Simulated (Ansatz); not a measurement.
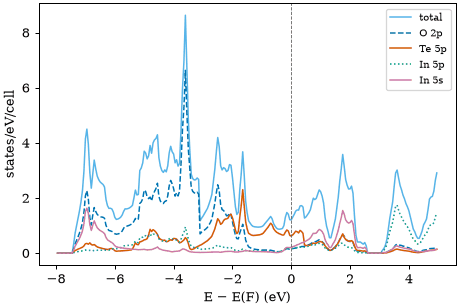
Fig. 1. Total and projected density of states of In$_{2}$TeO$_{2}$ in space group P-3m1 (No. 164; In on 2d, Te on 1b, O on 2d), PBE in the plane-wave PAW code Ansatz

Which orbitals carry the states next to the Fermi level?

Within 0.5 eV of the Fermi level: Te 5p 53 %, In 5s 17 %, In 5p 12 %, O 2p 12 %. Projections are on Löwdin-orthogonalised atomic valence shells; empty p or d shells of many metals are not among them.

Where is the tallest occupied peak in this window, and what makes it?

Near -3.6 eV, about 8.6 states/eV per cell; the largest projected share is O 2p.

The start of the workflow was typed in or built on a structure type; neither database checked (COD, Materials Project) lists it. Whether it is the stable phase at ambient conditions was not checked. The PBE relaxation kept the symmetry of its start; its stability against distortions is not shown here. Spin–orbit coupling is left out wherever it is not named.

Potentials: the later of the program's two PAW sets.
